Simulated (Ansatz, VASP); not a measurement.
# Ba (Barium) in two plane-wave programs

Aim: how closely do two programs agree when they are given the same cell, functional and k mesh?

Main program and level: Ansatz 0.2.0; plane waves, with VASP 6.6.1 beside it; relaxation of cell and atoms at LDA.

### Step 1. Set-up

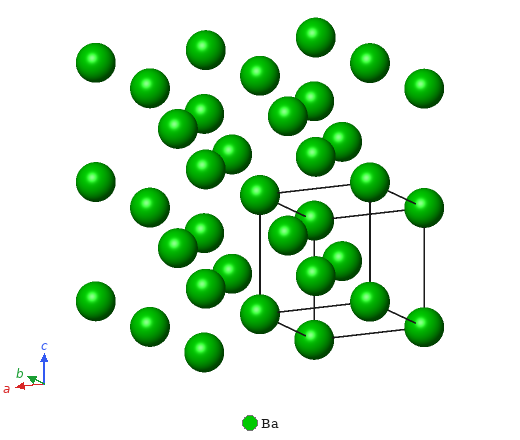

The cell as given, from a free direction (barium green). 2×2×2 cells are drawn. This picture shows the conventional cell, with its axes. Some periodic images of atoms are drawn too.

As a file:

```cif
data_structure
_symmetry_space_group_name_H-M 'Im-3m'
_symmetry_Int_Tables_number 229
_cell_length_a 4.7715
_cell_length_b 4.7715
_cell_length_c 4.7715
_cell_angle_alpha 90.000
_cell_angle_beta 90.000
_cell_angle_gamma 90.000
_cell_volume 108.63
loop_
_atom_site_label
_atom_site_type_symbol
_atom_site_symmetry_multiplicity
_atom_site_Wyckoff_symbol
_atom_site_fract_x
_atom_site_fract_y
_atom_site_fract_z
_atom_site_occupancy
Ba1 Ba 2 a 0.00000 0.00000 0.00000 1
```

### Step 2. VASP: relaxation of cell and atoms, LDA

The relaxed volume is the usual yardstick between codes: its relative difference is about their pressure difference at one cell divided by the bulk modulus.

Lines of VASP's logs that name or quote its potential files are left out, and so is its time.

INCAR

```
SYSTEM = Ba
PREC = Accurate
ENCUT = 520
EDIFF = 1E-07
NELM = 100
ISMEAR = 1
SIGMA = 0.15
LREAL = .FALSE.
ALGO = Normal
GGA = CA
NBANDS = 11
LORBIT = 11
LWAVE = .FALSE.
LCHARG = .FALSE.
KPAR = 4
IBRION = 2
NSW = 50
ISIF = 3
EDIFFG = -0.005
LASPH = .TRUE.
```

POSCAR

```
Ba
1.0
   -2.3857585822      2.3857585822      2.3857585822
    2.3857585822     -2.3857585822      2.3857585822
    2.3857585822      2.3857585822     -2.3857585822
Ba
1
Direct
    0.0000000000      0.0000000000      0.0000000000
```

KPOINTS

```
Automatic mesh
0
Gamma
14 14 14
0 0 0
```

Potentials, in the order of the species: Ba_sv (LDA family, release 64).

Launch:

```bash
> mpirun -np 4 vasp_std
```

Numbers of over 12 decimals in the logs are rounded to 6 here.

The log of the run:

```text
[banner, memory and clock lines left out]
running    4 mpi-ranks, on    1 nodes
 distrk:  each k-point on    1 cores,    4 groups
 distr:  one band on    1 cores,    1 groups

 POSCAR found type information on POSCAR Ba
 POSCAR found :  1 types and       1 ions
 LDA part: xc-table for (Slater(with rela. corr.)+CA(PZ))
 , standard interpolation
 POSCAR, INCAR and KPOINTS ok, starting setup
 FFT: planning ... GRIDC
 FFT: planning ... GRID_SOFT
 FFT: planning ... GRID
 WAVECAR not read
 entering main loop
       N       E                     dE             d eps       ncg     rms          rms(c)
DAV:   1     0.515457112503E+02    0.51546E+02   -0.44470E+03  2288   0.773E+02
DAV:   2     0.197626535592E+00   -0.51348E+02   -0.49861E+02  2706   0.139E+02
DAV:   3    -0.218086550667E+01   -0.23785E+01   -0.23608E+01  2945   0.297E+01
DAV:   4    -0.225878593182E+01   -0.77920E-01   -0.77804E-01  3041   0.491E+00
DAV:   5    -0.226087360303E+01   -0.20877E-02   -0.20875E-02  3031   0.633E-01    0.202E+00
DAV:   6    -0.225360159550E+01    0.72720E-02   -0.57561E-03  3044   0.627E-01    0.118E+00
DAV:   7    -0.224959641707E+01    0.40052E-02   -0.84563E-03  3344   0.766E-01    0.596E-02
DAV:   8    -0.224964676643E+01   -0.50349E-04   -0.16728E-04  2794   0.702E-02    0.105E-02
DAV:   9    -0.224964930439E+01   -0.25380E-05   -0.79176E-06  3203   0.150E-02    0.205E-03
DAV:  10    -0.224964905941E+01    0.24498E-06   -0.33597E-07  2825   0.317E-03    0.114E-03
DAV:  11    -0.224964907331E+01   -0.13904E-07   -0.24683E-08  1710   0.984E-04
   1 F= -.22496491E+01 E0= -.22497648E+01  d E =-.224965E+01
 curvature:   0.00 expect dE= 0.000E+00 dE for cont linesearch  0.000E+00
 trial: gam= 0.00000 g(F)=  0.312E-64 g(S)=  0.102E-05 ort = 0.000E+00 (trialstep = 0.100E+01)
 search vector abs. value=  0.102E-05
 reached required accuracy - stopping structural energy minimisation
```

From OUTCAR (step 2):

```text
ion  position               nearest neighbor table
   1  0.000  0.000  0.000-

  LATTYP: Found a body centered cubic cell.
 ALAT       =     4.7715171644

 Subroutine GETGRP returns: Found 48 space group operations
 (whereof 48 operations were pure point group operations)

The static configuration has the point symmetry O_h .

 Found    104 irreducible k-points:

   k-points           NKPTS =    104   k-points in BZ     NKDIM =    104   number of bands    NBANDS=     11

   dimension x,y,z NGX =    32 NGY =   32 NGZ =   32
   dimension x,y,z NGXF=    64 NGYF=   64 NGZF=   64

   ENCUT  =  520.0 eV  38.22 Ry    6.18 a.u.   7.68  7.68  7.68*2*pi/ulx,y,z

   NELECT =      10.0000    total number of electrons

 k-points in reciprocal lattice and weights: Automatic mesh
   0.00000000  0.00000000  0.00000000       0.000
   0.07142857  0.00000000  0.00000000       0.004
   0.14285714  0.00000000  0.00000000       0.004
   0.21428571  0.00000000  0.00000000       0.004
   0.28571429  0.00000000  0.00000000       0.004
   0.35714286  0.00000000  0.00000000       0.004
   0.42857143  0.00000000  0.00000000       0.004
   0.50000000  0.00000000  0.00000000       0.002
   0.07142857  0.07142857  0.00000000       0.009
[...]
0.50000000  0.50000000  0.42857143       0.004
   0.50000000  0.50000000  0.50000000       0.000

 average (electrostatic) potential at core
       1 -37.9870

 E-fermi :   1.9133

 k-point     1 :       0.0000    0.0000    0.0000
  band No.  band energies     occupation
      1     -26.6481      2.00000
      2     -11.4959      2.00000
      3     -11.4959      2.00000
      4     -11.4959      2.00000
      5      -0.8615      2.00000
      6       3.8614     -0.00000
      7       3.8614     -0.00000
      8       3.8614     -0.00000
      9       5.5379      0.00000
     10       5.5379      0.00000
    ...

 k-point     2 :       0.0714    0.0000    0.0000
  band No.  band energies     occupation
      1     -26.6440      2.00000
      2     -11.5369      2.00000
      3     -11.5080      2.00000
      4     -11.4962      2.00000
      5      -0.7451      2.00000
      6       3.7675     -0.00000
      7       3.8188     -0.00000
      8       3.9788     -0.00000
      9       5.3688      0.00000
     10       5.5268      0.00000
    ...

 k-point     3 :       0.1429    0.0000    0.0000
  band No.  band energies     occupation
      1     -26.6326      2.00000
      2     -11.6491      2.00000
      3     -11.5416      2.00000
      4     -11.4973      2.00000
      5      -0.4185      2.00000
      6       3.5302     -0.00000
      7       3.6365     -0.00000
      8       4.3264     -0.00000
      9       5.1508      0.00000
     10       5.5153      0.00000
    ...

  Total        0.0026485      0.0026485      0.0026485      0.0000000      0.0000000     -0.0000000
  in kB        0.0781230      0.0781230      0.0781230      0.0000000      0.0000000     -0.0000000
  external PRESSURE =       0.0781230 kB  Pullay stress =       0.0000000 kB

  energy-cutoff  :      520.00
  volume of cell :       54.32
      direct lattice vectors                 reciprocal lattice vectors
    -2.385758582  2.385758582  2.385758582     0.000000000  0.209576947  0.209576947
     2.385758582 -2.385758582  2.385758582     0.209576947  0.000000000  0.209576947
     2.385758582  2.385758582 -2.385758582     0.209576947  0.209576947  0.000000000

 POSITION                                       TOTAL-FORCE (eV/Angst)
 -----------------------------------------------------------------------------------
      0.00000      0.00000      0.00000         0.000000     -0.000000      0.000000
 -----------------------------------------------------------------------------------
    total drift:                               -0.000000      0.000000     -0.000000

  FREE ENERGIE OF THE ION-ELECTRON SYSTEM (eV)
  ---------------------------------------------------
  free  energy   TOTEN  =        -2.2496490733 eV

  energy  without entropy=       -2.2499962260  energy(sigma->0) =       -2.24976479

 reached required accuracy - stopping structural energy minimisation

 total charge
# of ion       s       p       d       tot
------------------------------------------
    1        2.080   5.522   0.340   7.942

[... 3 further parts left out ...]
```

CONTCAR:

```
Ba
   1.00000000000000
    -2.3857585821999998    2.3857585821999998    2.3857585821999998
     2.3857585821999998   -2.3857585821999998    2.3857585821999998
     2.3857585821999998    2.3857585821999998   -2.3857585821999998
  Ba
     1
Direct
     0.0000000000000000    0.0000000000000000    0.0000000000000000
```

### Step 3. Ansatz: relaxation of cell and atoms, LDA

Ansatz runs on its default PAW (the set named soft_2) files.

The same cell, functional (in two slightly different forms), mesh and smearing now go to Ansatz, which takes its cutoff from its data sets.

input.yaml

```yaml
crystal:
  lattice:
    - [-2.3857585822, 2.3857585822, 2.3857585822]
    - [2.3857585822, -2.3857585822, 2.3857585822]
    - [2.3857585822, 2.3857585822, -2.3857585822]
  atoms:
    - { symbol: Ba, position: [0.0, 0.0, 0.0] }
hamiltonian:
  xc: lda
  pseudopotentials: { kind: paw }
kpoints:
  mp_grid: { grid: [14, 14, 14] }
scf:
  occupations: { method: methfessel_paxton, width: 0.15 }
relax:
  f_tol: 0.01
  max_steps: 60
  cell: { stress_tol: 0.05 }
output:
  forces: true
  stress: true
```

Launch:

```bash
> ansatz run input.yaml --threads 4 --pin off --max-ram 9216MiB --backend cpu --events-out ev --progress --plain --runs-dir out
```

The log of the run:

```text
Engine: ansatz 0.2.0, aarch64-unknown-linux-gnu
Pseudopotentials: kind: paw
Pseudopotential: Ba, paw, valence charge 10, recommended cutoff 420 eV (normal), Ba.paw.azcp
Functional definition: SPW92
  exchange = slater_x
  correlation = pw_c
Crystal: 1 atoms, lattice volume = 54.317 Å³
Basis set: ecut = 420 eV, 1055 PW (Γ)
Bands: 9, of which v1, the nominal top of the filled ones, is band 5 counted from 1 (4 counted from 0)
Symmetry: 48 space group operations
Space group: Im-3m (ITA 229), of the structure as read, at distance tolerance 3.8e-5 Å
k-points: 104 of 2744
Non-local potential: Ba, projectors of the file, l = 0: 3, l = 1: 2, l = 2: 2, l = 3: 2
PAW form: soft (Blöchl's): semilocal exchange-correlation on the pseudo side does not see the compensation charge
PAW frozen core: Ba, regenerated for the run's functional, and the local potential with it (the file was generated under x = pbe(κ = 0.804, μ = 0.219515), c = pbe(β = 0.066725))
PAW one-centre angular grid: Ba, 194 points (default); XC on 64 Gauss nodes
Initial density: superposition of atomic densities (neutral atoms: chi_scale 0, normalization atom), corrected by the library's trained network
Initial wavefunctions: pseudopotential atomic-orbital guess
Functional: x = slater, c = lda
SCF iter   1: F=—  HF=-5779.581769 eV  |F-HF|=—  |Δ(HF+E_count)|=         —  Δρ=3.48e-3  dr2=3.50e-3  ethr=1.77e-3  ⟨swp⟩=7.4  Hψ=8961  notcnv=0
preconditioner: auto → Kerker (q_TF=auto, 2.058 Å⁻¹)  [metal: Δε(μ)=0.014 eV  Ē_g=12.756 eV  σ=0.150 eV  W_gap=0.08  n_scr=12 (ndim 8)  ℏωp=14.3 eV  f_vac=0.000  D(μ)=1.26/eV (n_scr^D=12)]
SCF iter   2: F=—  HF=-5779.581281 eV  |F-HF|=—  |Δ(HF+E_count)|=   4.88e-4  S|Δr|=    0.00e0  Δρ=1.93e-3  dr2=1.19e-3  ethr=3.50e-5  ⟨swp⟩=2.0  Hψ=2087  notcnv=0
SCF iter   3: F=—  HF=-5779.581178 eV  |F-HF|=—  |Δ(HF+E_count)|=   1.04e-4  S|Δr|=    0.00e0  Δρ=2.85e-4  dr2=4.64e-5  ethr=1.19e-5  ⟨swp⟩=1.7  Hψ=1309  notcnv=0
SCF iter   4: F=—  HF=-5779.581188 eV  |F-HF|=—  |Δ(HF+E_count)|=   1.05e-5  S|Δr|=    0.00e0  Δρ=5.72e-5  dr2=1.90e-6  ethr=4.64e-7  ⟨swp⟩=1.4  Hψ=992  notcnv=0
SCF iter   5: F=-5779.581189 eV  HF=-5779.581189 eV  |F-HF|=8.02e-9  |Δ(HF+E_count)|=   6.67e-7  S|Δr|=    0.00e0  Δρ=7.57e-6  dr2=2.90e-8  ethr=1.00e-9  ⟨swp⟩=4.1  Hψ=3909  notcnv=0
SCF 1 converged in 5 iterations: F = -5779.581189 eV  dr2 = 2.90e-8
  greatest PAW one-centre occupation: 0.961 electrons in one spin orbital (limit 2), on the Ba atom at site 0 (counted from 0), in its partial waves of l = 0
relax step   1: F+E_penalty+E_count = -5779.58118873 eV  Δ(F+E_penalty+E_count) = +0.000e0 eV  max|allowed force component| = 0.000e0 eV/Å  Δτ_max = 0.0000 Å  P = -0.084 GPa  Ω = 54.317 Å³  (5 SCF iters, dr2 threshold 1.00e-7 eV, accepted)
[...]
relax step   2: F+E_penalty+E_count = -5779.58124537 eV  Δ(F+E_penalty+E_count) = -5.664e-5 eV  max|allowed force component| = 0.000e0 eV/Å  Δτ_max = 0.0000 Å  P = -0.060 GPa  Ω = 54.194 Å³  energy of the carried Pulay correction = +1.134e-6 eV  (3 SCF iters, dr2 threshold 1.75e-8 eV, accepted)
[...]
relax step   3: F+E_penalty+E_count = -5779.58130767 eV  Δ(F+E_penalty+E_count) = -6.230e-5 eV  max|allowed force component| = 0.000e0 eV/Å  Δτ_max = 0.0000 Å  P = +0.001 GPa  Ω = 53.875 Å³  energy of the carried Pulay correction = +4.075e-6 eV  (4 SCF iters, dr2 threshold 9.13e-9 eV, accepted)
[...]
relax step   4: F+E_penalty+E_count = -5779.58130390 eV  Δ(F+E_penalty+E_count) = +3.774e-6 eV  max|allowed force component| = 0.000e0 eV/Å  Δτ_max = 0.0000 Å  P = +0.001 GPa  Ω = 53.875 Å³  stress off target by 7.67e-4 GPa  SCF on the basis re-selected at this cell (its energy is not comparable with the rows above)  (4 SCF iters)
basis re-selected at this cell: Δ(F+E_penalty+E_count) = +3.774e-6 eV, ΔP = -0.000 GPa vs the last step (what re-selecting the basis moved, of the pressure what is left beyond the Pulay correction that the steps carried, after the strain that the cell walked since its last selection, with what the two solves' SCF thresholds leave and, on support functions, any second-order correction that the steps lacked; it is no measure of the basis error at this ecutwfc). This SCF's stress stands 7.67e-4 GPa from its target on what of the cell is left free (relax.cell.stress_tol is 5.00e-2 GPa) and its largest allowed force component is 0.00e0 eV/Å (relax.f_tol is 1.00e-2 eV/Å): [rest of the remark cut]
SCF converged after 4 iterations
Stability not checked: this state was not tested for a lower state beside it, because cold or Methfessel-Paxton smearing, or corrected tetrahedra, fill the levels in a way that the test cannot read (fill_not_monotonic; see scf.lower_state_search)
Free energy (F): -5779.581304 eV
Harris-Foulkes:  -5779.581304 eV  (|F-HF|=1.82e-12)
Internal energy: -5779.581476 eV  (E = F + TS)
E sigma→0 (E₀):  -5779.581347 eV
Entropy (-TS):   0.000173 eV (0.173 meV/atom)
Fermi energy:    6.812960 eV
--- Per-component energies (eV) ---
  E_band       = -72.681059
  E_kinetic    = 167.598443
  E_local      = -339.923754  (includes V_loc(G=0)·N_el)
  E_nonlocal   = 60.440936
  E_hartree    = 106.131842
  E_xc         = -165.688340
  E_vxc        = -134.335037  (∫ρ·V_xc dr)
  E_paw        = -5057.795296  (= ΣΔE_a)
  E_vpaw       = -38.725331  (= ΣTr[D̂ρ^β])
  E_aug_tail   = -0.000002  (compensation charges beyond the density's cutoff)
  E_ewald      = -550.627820
  E_core_change = 0.282516  (= ΣΔE_core)
  E_smearing   = 0.000173  (= −TS)
  E_closure    = -0.000000  (closes the sum)
  Σ components = -5779.581304   (vs F -5779.581304, Δ=0.00e0)
--- Forces (eV/Å), atoms counted from 1 ---
  atom   1  Ba     0.00000000    -0.00000000     0.00000000
  max |Σ_I F_I| component: 2.38e-31 eV/Å
--- Stress (GPa, compression-positive) ---
        0.000767       0.000000       0.000000
        0.000000       0.000767       0.000000
       -0.000000       0.000000       0.000767
  P = ⅓ Tr σ = 0.0008 GPa (0.008 kbar)
--- Relaxed structure (3 steps of the walk, 3 accepted, 1 SCFs on fresh bases) ---
  F+E_penalty+E_count = -5779.58130390 eV   max|allowed force component| = 0.000e0 eV/Å   (the final SCF, on the basis selected at the relaxed cell)
  cell:  # Å, volume = 53.8754 Å³
    - [-2.379269, 2.379269, 2.379269]
    - [2.379269, -2.379269, 2.379269]
    - [2.379269, 2.379269, -2.379269]
  atoms:
    - { symbol: Ba, position: [0.0, 0.0, 0.0] }
```

Elapsed: 2.8 s, on 4 threads of Arm Neoverse V1, shared host; peak memory 0.37 GiB; 9.7 s of CPU time.

### Step 4. Comparison

Known differences besides the PAW data sets themselves: the two LDA forms differ slightly; both relaxations stop at a tolerance, which leaves soft axes loose, and VASP keeps its plane-wave basis; the cutoff is 420 eV in Ansatz and 520 eV in VASP; Ansatz makes its cores anew for this functional, VASP keeps those of its LDA data sets; Ansatz adds a Pulay correction to the stress that steers its cell, VASP none. Total energies have different zeros and are not compared.

Compared:

```
                                         quantity  Ansatz   VASP  difference
                                      volume (Å³)   53.88  54.32     -0.81 %
edge a after relaxation, in the typed setting (Å)   4.121  4.132     -0.27 %
```

The walks stopped with 0.00 GPa left in Ansatz and 0.01 GPa in VASP; each walk ends within a tolerance, so the volume difference is uncertain by about these residues over the bulk modulus, most in soft cells.

### Step 5. Outcome

| Quantity | Value |
| --- | --- |
| difference in volume (relaxation of cell and atoms, LDA) | -0.81 % |

What this shows: The difference in volume is -0.81 % (relaxation of cell and atoms, LDA), within the 1.2 % picked in this series as the mark of a large difference, as far as the stopping tolerances let one tell. How closely two codes agree says nothing of how well the functional describes the real material.

[Lines on the potential files, build, host, timing and source positions are cut from VASP's logs without a mark.]

[Logs are printed without paths, hosts, clocks, repeated set-up lines and the standing remarks that a program may print on its own settings, such as how far it seeks lower states.]

[Hosts, paths, dates, database ids (printed as entryN), source tags and the programs' standing remarks are cut or masked in the printed files.]
